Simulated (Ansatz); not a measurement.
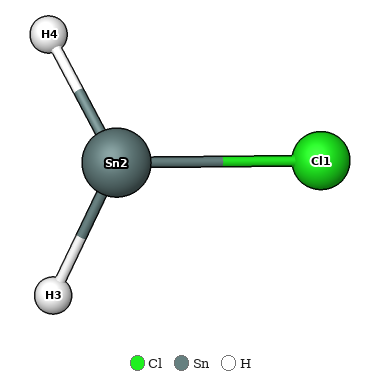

The system is ClH2Sn, SMILES [Cl][SnH2], spin multiplicity 2; the picture shows the reference structure. First axis: bond length Cl1–Sn2. Second axis: bond length Sn2–H4. Nothing is relaxed (all other coordinates rigid). The grid has 15 × 15 points. All energies are given in kJ/mol relative to the relaxed molecule at the same level. Method: Ansatz, UHF/def2-TZVP.

Its coordinates:

```json
{"atom": "Cl", "x (Å)": "-1.8922", "y (Å)": "0.3997", "z (Å)": "-0.5922"}
{"atom": "Sn", "x (Å)": "0.3750", "y (Å)": "-0.1763", "z (Å)": "-0.3856"}
{"atom": "H", "x (Å)": "0.4224", "y (Å)": "-1.4926", "z (Å)": "0.7058"}
{"atom": "H", "x (Å)": "1.1502", "y (Å)": "1.2090", "z (Å)": "0.2516"}
```

Range: bond length Cl1–Sn2 from 1.973 to 3.053 Å; bond length Sn2–H4 from 1.471 to 2.395 Å.

**Predict the map.**

The lowest grid point is at bond length Cl1–Sn2 = 2.358 Å, bond length Sn2–H4 = 1.735 Å, 0.47 kJ/mol from the relaxed molecule at the same level. It is the only kind of minimum in the scanned range. The highest grid point, bond length Cl1–Sn2 = 1.973 Å, bond length Sn2–H4 = 2.395 Å, lies 288 kJ/mol above the lowest. Round the minimum the contours are nearly round: the two directions are equally stiff and uncoupled.

```
bond length Sn2–H4 ↓, bond length Cl1–Sn2 →  1.973  2.050  2.127  2.204  2.281  2.358  2.436  2.513  2.590  2.667  2.744  2.821  2.899  2.976  3.053
                                      2.395    289    215    167    138    124    120    124    133    146    161    178    196    214    233    251
                                      2.329    278    204    156    128    114    110    114    124    137    152    169    188    206    225    243
                                      2.263    265    191    144    116    102     99    103    113    126    142    159    178    197    215    234
                                      2.197    251    177    130    102     88     85     90    100    113    129    147    166    185    204    223
                                      2.131    235    162    114     87     73     70     75     85     99    115    133    152    172    191    210
                                      2.065    220    146     99     71     58     55     60     70     84    101    119    138    157    177    196
                                      1.999    205    132     84     56     43     40     45     55     69     86    104    123    143    162    181
                                      1.933    192    118     70     42     29     26     31     41     55     72     90    109    129    148    168
                                      1.867    181    107     59     31     17     14     19     29     43     60     78     97    117    136    156
                                      1.801    174     99     51     22      8      5     10     20     34     51     69     88    108    128    147
                                      1.735    170     95     46     18      4      0      5     15     29     46     64     83    103    123    142
                                      1.669    172     97     48     19      5      1      6     16     30     46     65     84    104    123    143
                                      1.603    181    105     56     27     13      9     14     24     38     54     72     92    111    131    150
                                      1.537    200    124     74     45     31     27     31     41     55     71     90    109    129    148    168
                                      1.471    231    154    105     75     60     57     61     71     84    101    119    138    158    178    197
```

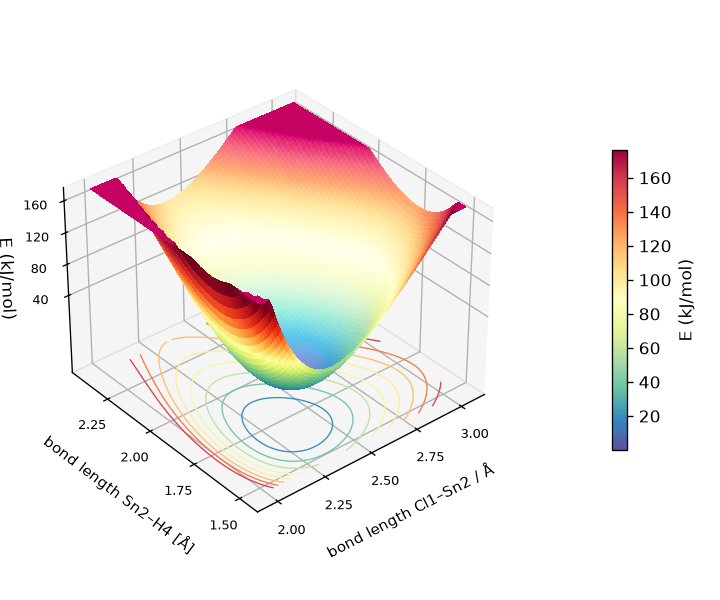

Drawn: a relief with its contours projected below, any walls above the top of the colour scale cut off. Between grid points the surface is interpolated.

The whole map (225 points run) took 13 min on 1 thread of Arm Neoverse V2 (shared host).
